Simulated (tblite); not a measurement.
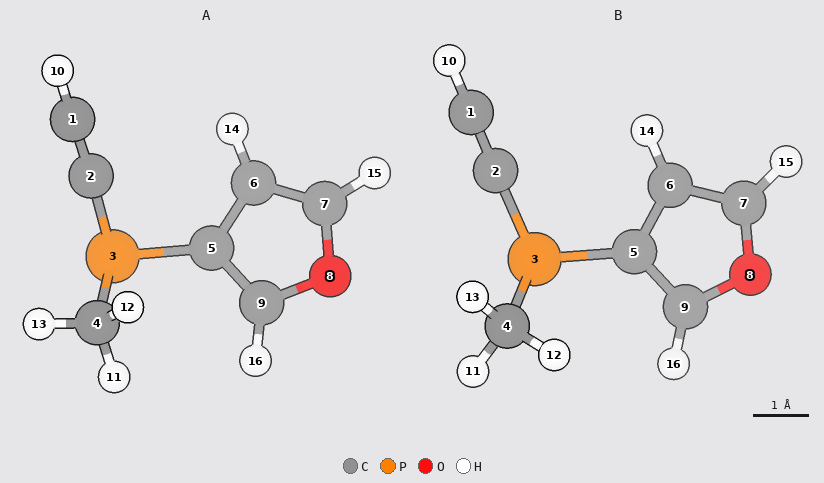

Two geometries of C7H7OP, drawn at one scale. One is the start of a relaxation, the other its converged end. A ball-and-stick model, seen at a tilt.

Method: GFN2-xTB geometry optimisation, gas phase (tblite 0.8.0). 

**Which one is relaxed?**

Structure A is the relaxed one. The largest move after the best rigid fit is that of H11, 0.98 Å. Largest moves by element: H 0.98 Å, C 0.42 Å, P 0.35 Å, O 0.32 Å. Among the contacts that change: C2–P3 1.836 → 1.770 Å, C4–H13 1.138 → 1.088 Å, C5–C6 1.377 → 1.425 Å, C4–H11 1.127 → 1.089 Å. Bond angles that change, for instance: C2–P3–C5 109.8° → 96.5°, C4–P3–C5 111.5° → 98.6°, O8–C7–H15 129.3° → 117.2°. Groups turn about P3–C4 by about 60°, P3–C5 by about 20°. Over 131 geometry steps the energy falls by 1.039 eV. The run took 0.77 s on 1 thread of Arm Neoverse V2, on a shared host.
